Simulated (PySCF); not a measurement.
Molecule: C₇H₁₂GeSi, SMILES C[SiH2]c1cc[c]([GeH3])cc1, singlet. Atoms near the plane z = 1.2 Å, at the GFN2-xTB optimised geometry (x, y, z in Å): Si1 (-0.5, -0.7, 0.0), C3 (-1.1, -1.6, 1.6), C4 (-2.1, -1.0, 2.4), C8 (-0.6, -2.8, 1.9), H10 (1.0, -0.7, 0.0), H11 (-1.0, 0.7, 0.0), H15 (-2.5, 0.0, 2.1).

Calculation: B3LYP/def2-SVP (PySCF). Cells within 0.4 Å of a nucleus heavier than hydrogen are left out (blank, or x). The values are rescaled to run from 0 to 1.

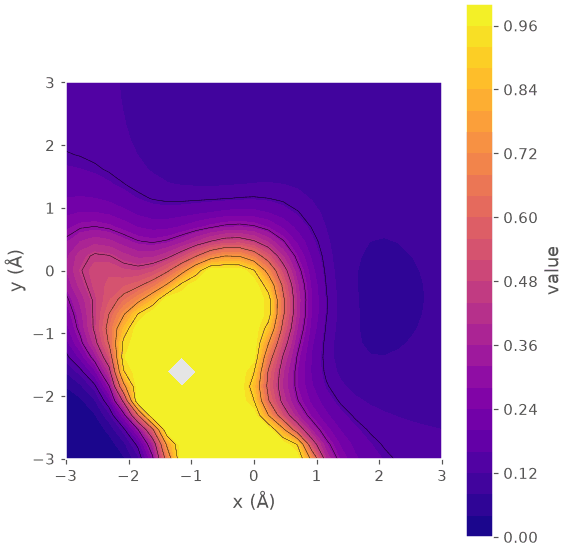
*a field on the plane z = 1.2 Å.*

### Question
Which quantity is mapped?
A. electrostatic potential
B. Laplacian of the electron density
C. an orbital amplitude
D. deformation density (molecule minus spherical neutral atoms)

### Answer
A, electrostatic potential. In full: electrostatic potential (hartree/e), clipped to [-0.08, 0.12].
